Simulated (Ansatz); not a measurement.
F₂Si₂ (triplet)

```xyz
4

F    -1.6396   -1.2292    3.6436
F     0.3156   -0.0257    2.6048
Si   -0.2165   -1.5095    2.9409
Si    0.8021   -3.5260    2.5220
```

Geometry: B3LYP-D3(BJ)/6-311G**.

Level of theory: Ansatz, isolated molecule in a Gaussian basis; Kohn-Sham density functional theory, functional PBE0.

> What can the converged electron density, electron localisation function and spin density tell about the bonding?

Si–F (1.61 Å): ρ is about 1.1 e/Å³ halfway; the ELF peaks at about 0.85 in the valence shell of F, 0.6 Å from its nucleus, and is about 0.45 at the midpoint.
Si–Si (2.30 Å): ρ at the midpoint is about 0.56 e/Å³; the ELF peaks at about 0.90 between the atoms; a covalent bond.
The unpaired spin (2 electrons) lies mostly on Si4 (about 1.4) and Si3 (about 0.6), in electrons by Hirshfeld's partition.

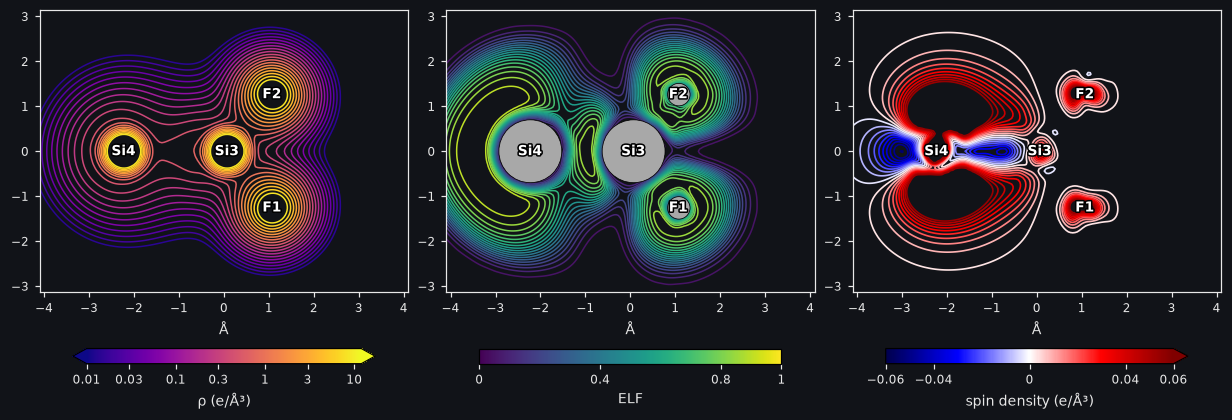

Computed electron density, electron localisation function and spin density on the molecular plane, in this order. Grey discs cover the atomic cores in the ELF map. 
